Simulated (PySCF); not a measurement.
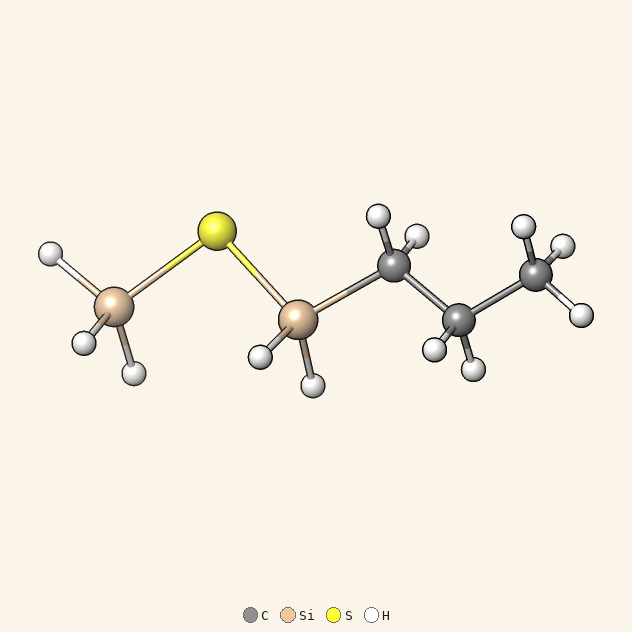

Ball-and-stick drawing of a structure. Every bond is drawn as one stick, whatever its order.

**Which formula does it have?**

C3H12SSi2, 18 atoms: 3 carbon, 12 hydrogen, 1 sulfur and 2 silicon.

**What is its SMILES?**

CCC[SiH2]S[SiH3]

The parts below concern this one geometry. Atoms keep their numbers from picture to picture. The computed structure is the end point of a PBE0-D3(BJ)/def2-SVP optimisation. No frequency run is at hand to confirm it as a minimum.

## Levels of theory compared

No frequency run is at hand to confirm it as a minimum. Program: PySCF 2.14.0.

Compare HOMO energy (eV), HOMO–LUMO gap (eV) at these levels: B97-2/pcSseg-1; BHandHLYP/pcSseg-1; CAM-B3LYP/pcSseg-1; LC-wPBE/pcSseg-1; WP04/pcSseg-1; ωB97X-D/pcSseg-1.

```csv
level,HOMO energy (eV),HOMO–LUMO gap (eV)
B97-2/pcSseg-1,−7.12,7.15
BHandHLYP/pcSseg-1,−8.39,9.34
CAM-B3LYP/pcSseg-1,−8.61,9.68
LC-wPBE/pcSseg-1,−10.02,12.18
WP04/pcSseg-1,−8.35,6.79
ωB97X-D/pcSseg-1,−9.19,10.92
```

## Dipole moment

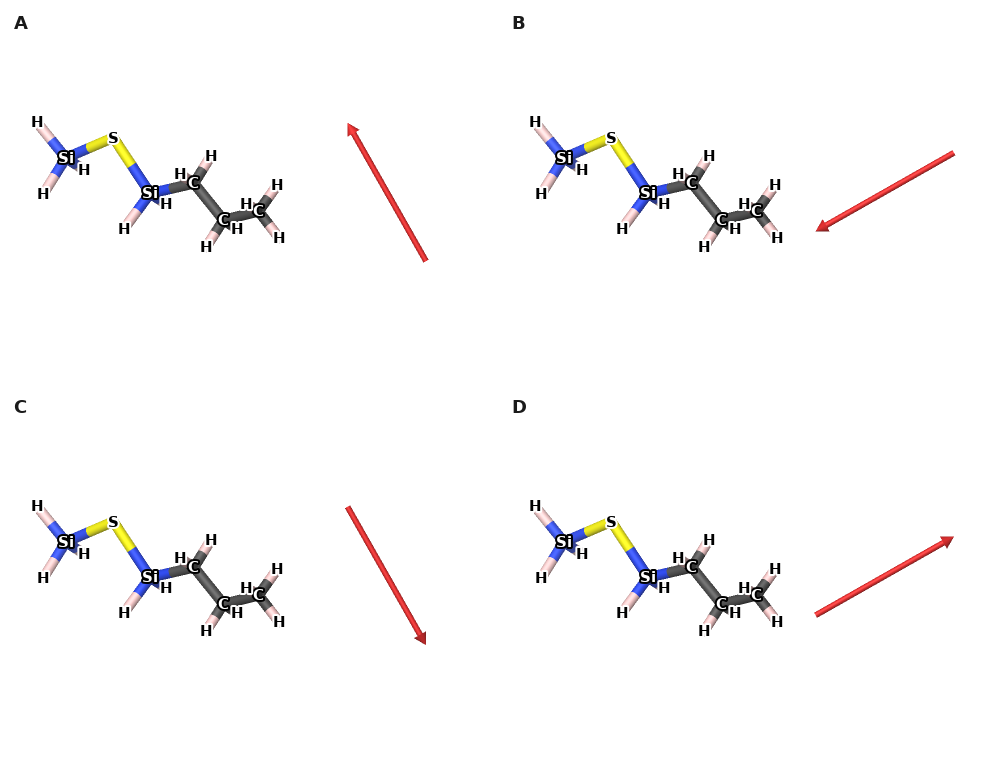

The same molecule four times, each with an arrow. No frequency run is at hand to confirm it as a minimum. Level of theory: ωB97X-D/pcSseg-1, gas phase (PySCF 2.14.0).

**Which arrow points along the dipole moment, from the negative to the positive end?**

C. The dipole moment is 1.49 D.

## NMR shielding

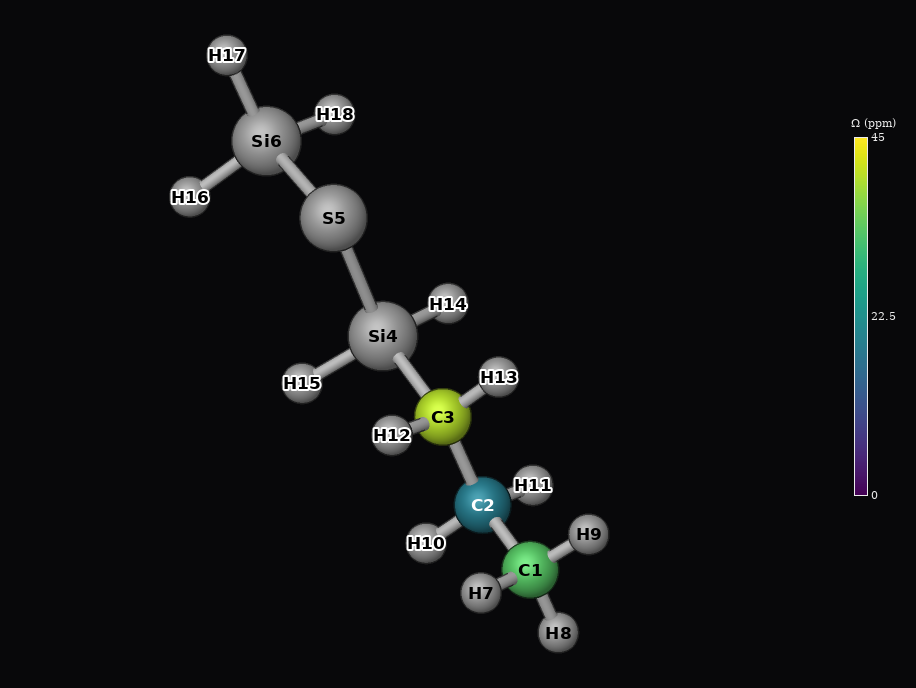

The C atoms are coloured by the span of their shielding tensor. No frequency run is at hand to confirm it as a minimum. Properties computed with GIAO WP04/pcSseg-1 NMR shielding, non-relativistic, gas phase (PySCF 2.14.0). Principal shieldings σ11 ≤ σ22 ≤ σ33, span Ω = σ33 − σ11, skew κ = 3(σiso − σ22)/Ω.

**Which C atom has the most anisotropic shielding?**

C3, with a span of 40 ppm.

Give the shielding tensors of the C atoms.

```tsv
atom	σ11	σ22	σ33	σiso	Ω	κ
C1	138.4	144.1	171.7	151.4	33.3	0.65
C2	140.6	147.5	159.5	149.2	18.9	0.26
C3	138.0	146.5	178.0	154.2	40.1	0.57
```

Shieldings and span in ppm.
